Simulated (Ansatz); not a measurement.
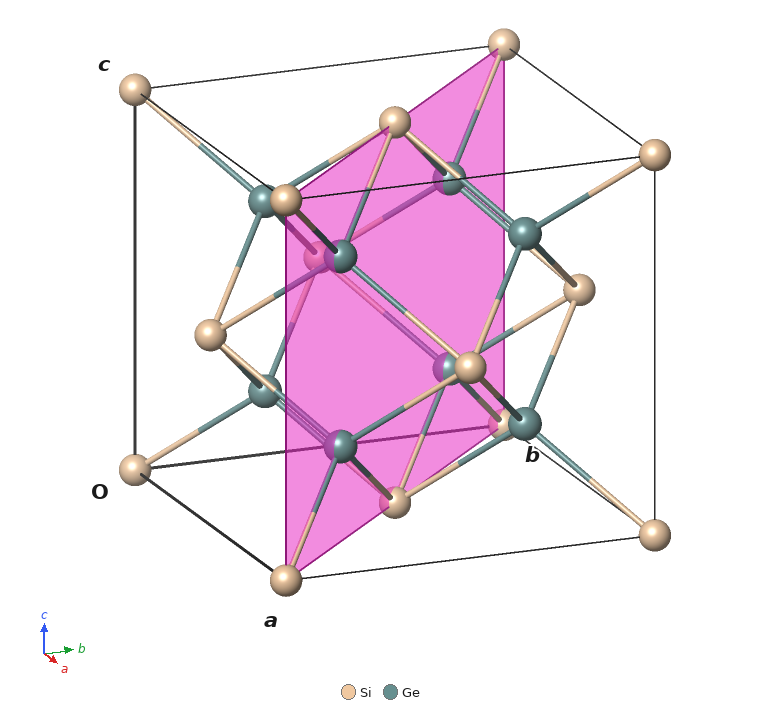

Crystal: SiGe2, the end point of a relaxation with DFT PBE, scalar-relativistic, plane waves, PAW in Ansatz 0.2.0; the starting structure was generated, so it need not be a known form of this composition. Every member of one family of equally spaced planes, hx + ky + lz = a whole number, that cuts the unit cell is shaded (one member passes through the origin O, touching the cell only at an edge or corner). Geometry calculated from the standardised cell; symmetry tolerance 0.002 Å.

a = 6.220 Å, b = 6.220 Å, c = 6.220 Å, α = 90.00°, β = 90.00°, γ = 90.00°.

### Index the planes.

(1 1 0); the opposite sign names the same planes. The member next to the origin meets the axes a at 1, b at 1, c never.

### What is the spacing?

d = 4.398 Å.

### Which atoms of the cell lie in these planes (within 0.03 Å)?

2 of the 4 Si, 4 of the 8 Ge.
